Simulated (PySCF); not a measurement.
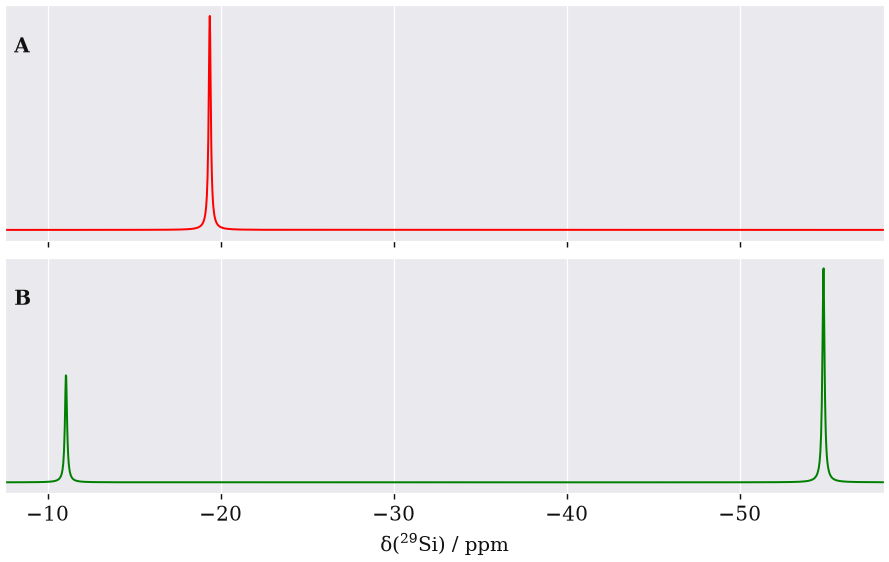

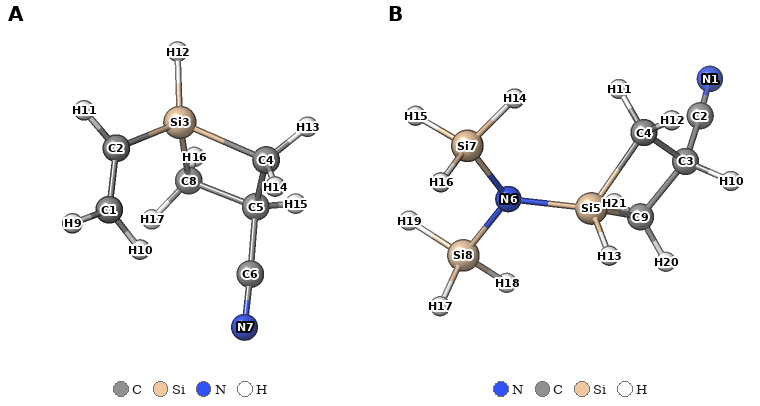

Related molecules: A is C₆H₉NSi, SMILES C=C[Si@H]1C[C@@H](C#N)C1; B is C₄H₁₂N₂Si₃, SMILES N#C[C@H]1C[Si@@H](N([SiH3])[SiH3])C1. GIAO ²⁹Si shifts against TMS, PBE0/pcSseg-1, PySCF, at a GFN2-xTB geometry (no frequency check); fully decoupled, line heights follow the number of nuclei within a panel, widths are arbitrary (no quadrupolar broadening); values of one conformer, averaged over methyl-type rotors and exact or near symmetry; other conformers aren't averaged in.

### Assign the ²⁹Si signals of each molecule.

A: −19.4 (Si3)
B: −11.1 (Si5); −54.8 (Si7, Si8)

Limits of at least one run: the tight-binding geometry is rougher than a DFT one and adds to the error.
